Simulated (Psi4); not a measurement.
# U-r2SCAN/def2-TZVPP (core potential) run of InHF (SMILES [F][InH])

Aim: the energy change on altering one bond length of InHF at U-r2SCAN/def2-TZVPP (core potential), from 2 runs. 

Program for the calculation: Psi4 1.11.

1 further run of the same task is left out (set aside as unsound or not needed).

## 1. The molecule

InHF has 3 atoms, charge 0, and is taken as a doublet. As SMILES, `[F][InH]`. The shape is that of a PBE0-D4/def2-TZVP optimisation.

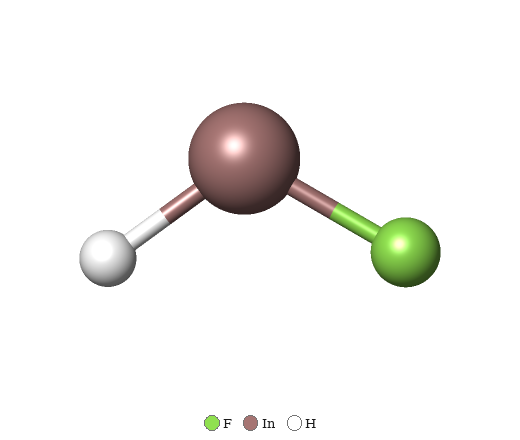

Viewed from a chosen angle; fluorine green, indium brown, hydrogen white.

## 2. Energy and gradient at U-r2SCAN/def2-TZVPP (core potential)

Input file calc.inp:

```
memory 1.6 GB

molecule geom {
  0 2
  F      1.088400     0.989500     0.694300
  In    -0.522500     0.355100    -0.244800
  H     -0.576900    -1.409400    -0.462800
  units angstrom
  symmetry c1
}

set {
  basis                def2-TZVPP
  reference            uks
  puream               true
  e_convergence        1e-09
  d_convergence        1e-08
  scf_type             pk
  dft_radial_points    99
  dft_spherical_points 590
  maxiter              200
}

result, w = gradient("r2scan", return_wfn=True)
print_variables()
```

Launch:

```bash
psi4 -i calc.inp -o calc.out -n 1
```

calc.out:

```text
[...]
    !!!  WARNING: ECP capability is in beta. Please check occupations closely.  !!!
[...]
  Running in c1 symmetry.
[...]
  Nuclear repulsion =   58.542473673905171
[...]
  Multiplicity = 2
[...]
  Nalpha       = 16
  Nbeta        = 15
[...]
    Number of basis functions: 95
[...]
   @UKS iter   1:  -290.43741912778290   -8.83309e-01   8.02365e-03 DIIS/ADIIS
[...]
   @UKS iter  14:  -290.64966031047322   -3.80851e-12   5.23645e-09 DIIS
[...]
   @S^2 Observed:                7.604751201E-01
[...]
    Orbital Energies [Eh]
    ---------------------
    Alpha Occupied:
       1A    -24.408027     2A     -4.625420     3A     -3.033783
       4A     -3.026239     5A     -3.022496     6A     -1.049674
       7A     -0.729459     8A     -0.725638     9A     -0.722624
      10A     -0.720330    11A     -0.715236    12A     -0.404735
      13A     -0.329255    14A     -0.311941    15A     -0.307243
      16A     -0.212560
    Alpha Virtual:
      17A     -0.091346    18A     -0.016812    19A      0.034179
      20A      0.094991    21A      0.105057    22A      0.118765
      23A      0.144703    24A      0.156007    25A      0.168228
[...]
  @UKS Final Energy:  -290.64966031047322
   => Energetics <=
    Nuclear Repulsion Energy =             58.5424736739051710
    One-Electron Energy =                -592.4649053464820554
    Two-Electron Energy =                 270.8821212171048955
    DFT Exchange-Correlation Energy =     -27.6093498550012733
    Empirical Dispersion Energy =           0.0000000000000000
    VV10 Nonlocal Energy =                  0.0000000000000000
    Total Energy =                       -290.6496603104732230
[...]
 Multipole Moments:
 ------------------------------------------------------------------------------------
     Multipole            Electronic (a.u.)      Nuclear  (a.u.)        Total (a.u.)
 ------------------------------------------------------------------------------------
 L = 1.  Multiply by 2.5417464519 to convert [e a0] to [Debye]
 Dipole X            :        -17.1988365           16.1020080           -1.0968285
 Dipole Y            :         -3.2426400            3.0069949           -0.2356451
 Dipole Z            :          0.0000007           -0.0000000            0.0000007
 Magnitude           :                                                    1.1218562
[...]
  -Total Gradient:
     Atom            X                  Y                   Z
    ------   -----------------  -----------------  -----------------
       1       -0.000990957872    -0.000087134104    -0.000000007416
       2        0.001242213473    -0.000199147570     0.000000009838
       3       -0.000251841223     0.000398275674    -0.000000002383
[...]
```

Run time: 41 s. Hardware: 1 thread of Intel Xeon at 2.60GHz (Ice Lake), shared host; peak memory 0.82 GiB.

## 3. The distorted shape

Input file fhin.xyz:

```xyz
3
FHIn
F      2.377119     1.497020     1.445579
In    -0.522500     0.355100    -0.244800
H     -0.576900    -1.409400    -0.462800
```

Input file job.py:

```python
import psi4

psi4.set_memory(1600000000)
psi4.set_num_threads(1)
psi4.set_output_file('psi4.out', False)

with open('fhin.xyz') as f:
    atoms = ''.join(f.readlines()[2:])
m = psi4.geometry('0 2\n' + atoms + 'symmetry c1\nno_reorient\nno_com')

options = {'reference': 'uks', 'puream': True, 'e_convergence': 1e-09, 'd_convergence': 1e-08, 'scf_type': 'pk', 'dft_radial_points': 99, 'dft_spherical_points': 590, 'maxiter': 200}
psi4.set_options(options)

energy_value, wavefunction = psi4.gradient('r2scan/def2-TZVPP', molecule=m, return_wfn=True)
psi4.oeprop(wavefunction, 'QUADRUPOLE', 'MULLIKEN_CHARGES', 'MAYER_INDICES', title='R2SCAN')
print('gradient / Eh bohr^-1')
print(energy_value.np.round(6))
print(f'energy = {wavefunction.energy():.10f} Eh')
```

Launch:

```bash
python job.py
```

psi4.out (excerpt; [...] marks lines left out):

```text
[...]
    !!!  WARNING: ECP capability is in beta. Please check occupations closely.  !!!
[...]
  Running in c1 symmetry.
[...]
  Nuclear repulsion =   35.501823122199397
[...]
  Multiplicity = 2
[...]
  Nalpha       = 16
  Nbeta        = 15
[...]
    Number of basis functions: 95
[...]
   @UKS iter   1:  -290.25455665544479   -8.20036e-01   8.68016e-03 ADIIS/DIIS
[...]
   @UKS iter  26:  -290.54264813329542   -3.12639e-12   2.82082e-09 DIIS
[...]
   @S^2 Observed:                7.701482839E-01
[...]
  @UKS Final Energy:  -290.54264813329542
   => Energetics <=
    Nuclear Repulsion Energy =             35.5018231221993972
    One-Electron Energy =                -546.0723876442375513
    Two-Electron Energy =                 247.5194499803492363
    DFT Exchange-Correlation Energy =     -27.4915335916065402
    Empirical Dispersion Energy =           0.0000000000000000
    VV10 Nonlocal Energy =                  0.0000000000000000
    Total Energy =                       -290.5426481332954154
[...]
  -Total Gradient:
     Atom            X                  Y                   Z
    ------   -----------------  -----------------  -----------------
       1        0.011752769468     0.004486359807     0.006836268719
       2       -0.012223898889    -0.011951167550    -0.007888866563
       3        0.000488266517     0.007468624818     0.001062274803
[...]
 Multipole Moments:
 ------------------------------------------------------------------------------------
     Multipole            Electronic (a.u.)      Nuclear  (a.u.)        Total (a.u.)
 ------------------------------------------------------------------------------------
 L = 1.  Multiply by 2.5417464519 to convert [e a0] to [Debye]
 Dipole X            :        -20.7067441           18.6037320           -2.1030121
 Dipole Y            :        -37.6151294           36.8891169           -0.7260125
 Dipole Z            :        -15.2115288           13.9964663           -1.2150625
 Magnitude           :                                                    2.5349814
 L = 2.  Multiply by 1.3450342976 to convert [e a0^2] to [Debye ang]
 Quadrupole XX       :       -230.0924427          203.2728576          -26.8195851
 Quadrupole XY       :       -108.8960016          103.3612585           -5.5347431
[...]
  Mulliken Charges: (a.u.)
   Center  Symbol    Alpha    Beta     Spin     Total
[...]
```

The script printed:

```text
gradient / Eh bohr^-1
[[ 0.011753  0.004486  0.006836]
 [-0.012224 -0.011951 -0.007889]
 [ 0.000488  0.007469  0.001062]]
energy = -290.5426481333 Eh
```

It took 56 s on 1 thread of Intel Xeon at 2.60GHz (Ice Lake), shared host; peak memory 0.76 GiB.

## 4. Summary of results

At U-r2SCAN/def2-TZVPP (core potential):

| quantity | value |
| --- | --- |
| first shape: total energy | -290.64966 Eh |
| first shape: dipole moment | 2.85 D |
| first shape: HOMO energy (highest over α and β) | -5.78 eV |
| first shape: LUMO energy (lowest over α and β) | -3.88 eV |
| first shape: ⟨S²⟩ | 0.760 |
| first shape: largest force on an atom | 0.065 eV/Å |
| distorted shape: total energy | -290.54265 Eh |
| distorted shape: dipole moment | 6.44 D |
| distorted shape: HOMO energy (highest over α and β) | -6.10 eV |
| distorted shape: LUMO energy (lowest over α and β) | -5.54 eV |
| distorted shape: ⟨S²⟩ | 0.770 |
| distorted shape: largest force on an atom | 0.968 eV/Å |
| energy change with the F1–In2 bond stretched from 1.970 to 3.545 Å | 2.912 eV |

With the F1–In2 bond stretched from 1.970 to 3.545 Å the energy rises by 2.91 eV (281 kJ/mol). The first shape isn't relaxed at this level, so the change isn't measured from a minimum.
